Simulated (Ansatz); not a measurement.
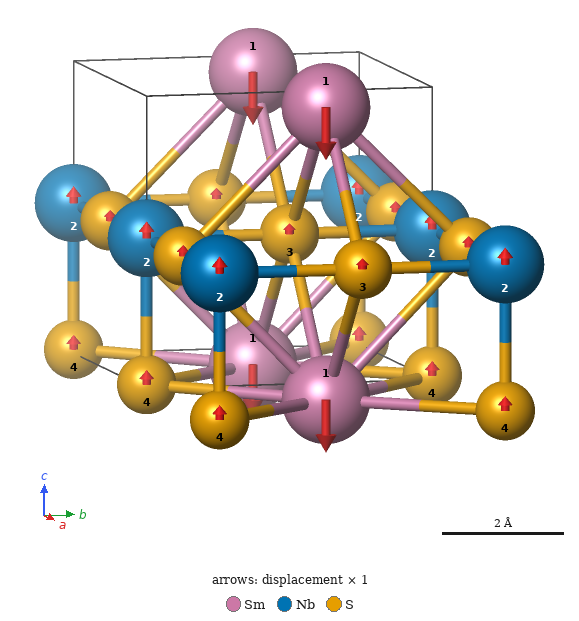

A relaxation of a crystal of SmNbS$_{3}$ (a generated structure, set up in P4mm) (coarse preliminary run). The starting structure is drawn; red arrows show the displacements (the part carried along by the change of the cell is left out), at their true length.

A ball-and-stick model of the cell of the calculation, repeated 2 × 1 × 1 with one cell outlined, seen slightly off an axis.

These are results of DFT PBE, scalar-relativistic, plane waves, PAW; 4f electrons in the core of a trivalent norm-conserving potential in Ansatz, not measurements. (plane-wave cutoff 690 eV; k-point mesh 4 × 4 × 4; occupations gaussian; smearing width 0.1 eV; collinear spin; cell and atoms relaxed; force threshold 0.04 eV/Å; at most 70 steps)

Question: Which element moves most?

Answer: Samarium: up to 0.89 Å, against 0.28 Å for niobium.

Question: Describe the change and its energy.

Answer: After 11 accepted moves (12 points after the start) the energy has fallen by 0.837 eV per cell of the calculation. The largest force component goes from 0.12 to 0.018 eV/Å. Pressure: −5.52 GPa at the start and −0.03 GPa at the end. At 1 point the geometry stayed and the basis and grid were re-selected for the new cell (energy shift of less than 0.05 meV per cell of the calculation at most each time). The Sm atom moves most relative to the cell: 0.89 Å along −c. By element the largest moves are Sm 0.89 Å, Nb 0.28 Å, S 0.24 Å. The drawn cell changes as follows: a = b 4.890 → 4.866 Å (−0.5 %), c 4.888 → 4.954 Å (+1.3 %); the volume changes by +0.4 %. Some distances before and after: S–Sm 3.482 → 4.329 Å, S–Sm 3.433 → 2.794 Å, S–Sm 3.458 → 3.633 Å, Nb–S 2.445 → 2.518 Å. Bond angles that change, for instance: Sm–S–Sm 178.8° → 142.6°, Sm–S–Sm 90.8° → 121.1°, Sm–S–Nb 89.4° → 71.3°. The space group stays P4mm (No. 99).
